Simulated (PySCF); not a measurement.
## Electronic structure of C₅H₈NO (doublet) in real space

```xyz
15

N     2.2461   -0.3621    1.0763
C     1.7414    0.3201    0.1583
C     0.5779   -0.0756   -0.7309
C    -0.5295    0.9987   -0.7264
C    -1.5271    0.4078    0.1891
C    -1.1432   -0.9781    0.5184
O    -0.0168   -1.2843   -0.2826
H     1.7980   -1.2734    1.1943
H     2.1709    1.2980   -0.0426
H     0.9732   -0.2650   -1.7368
H    -0.9392    1.1505   -1.7344
H    -0.1561    1.9701   -0.3851
H    -2.3790    0.9116    0.5936
H    -0.8950   -1.0922    1.5922
H    -1.9260   -1.7182    0.2948
```

Geometry: GFN2-xTB.

Theory: UKS B3LYP, pcH-1 on C H N O, non-relativistic, mean-field spin-orbit, GIAO in PySCF 2.14.0, density-fitted response routines.

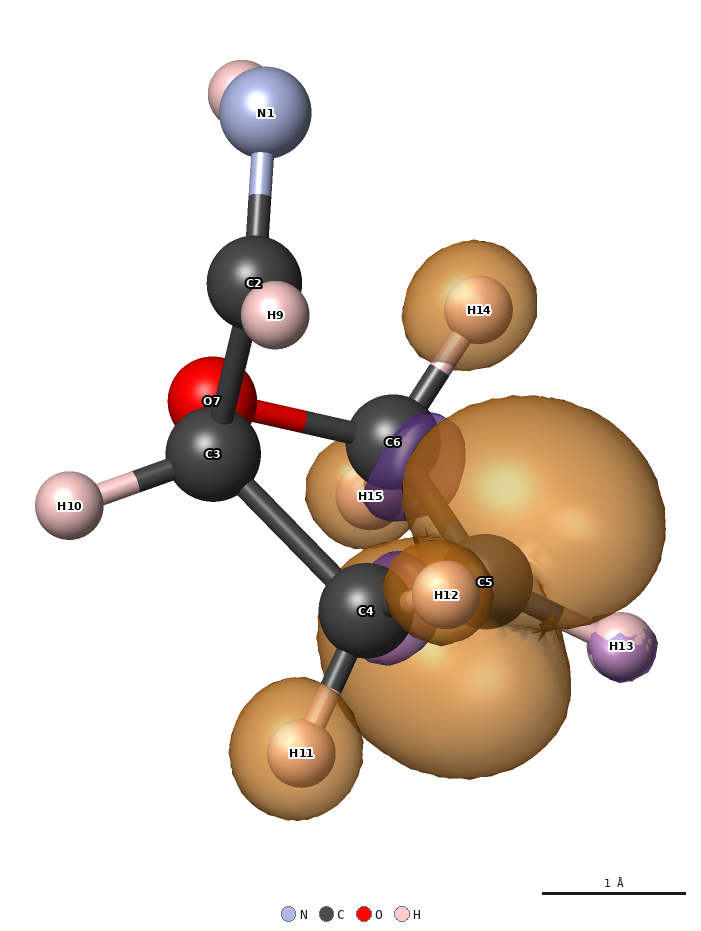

Figure 1. Isosurfaces of the spin density (α minus β) at +0.03 (orange) and −0.03 e/Å³ (purple), seen at an oblique angle.

**Which atoms carry the spin?**

The unpaired spin (1 electron) lies mostly on C5 (about 0.7), in electrons by Hirshfeld's partition.

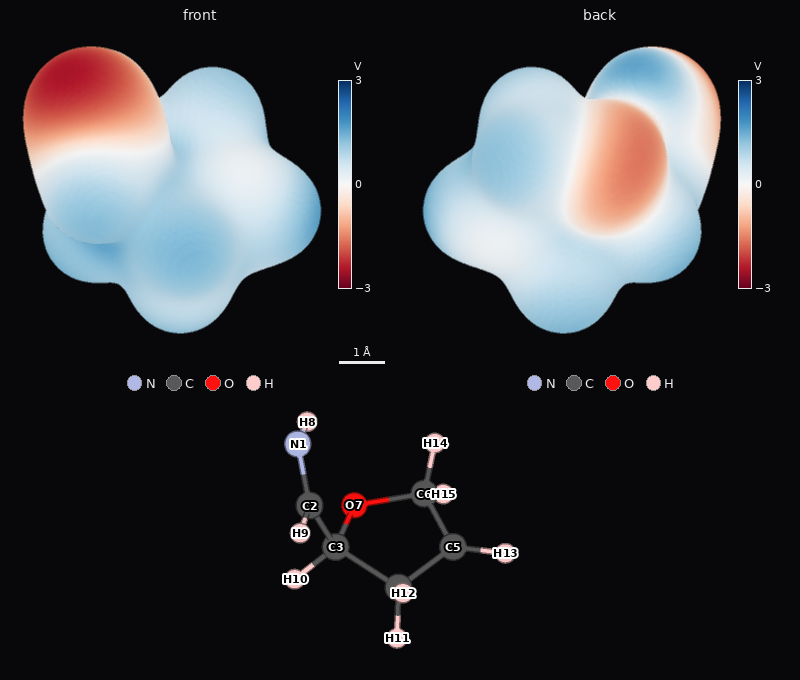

Figure 2. The electrostatic potential painted on the density surface at 0.004 e/bohr³, seen from the front and from behind; the colour scale runs from red (negative) to blue (positive). The bare structure is drawn below in the same view.

**Which sites attract a positive test charge, and which a negative one?**

A positive charge is drawn to the negative regions and a negative charge to the positive ones. The most negative region (about −2.4 V) lies over N1, the most positive (about +1.5 V) over C3, H8 and H13. N1 is the likeliest acceptor of a hydrogen bond.
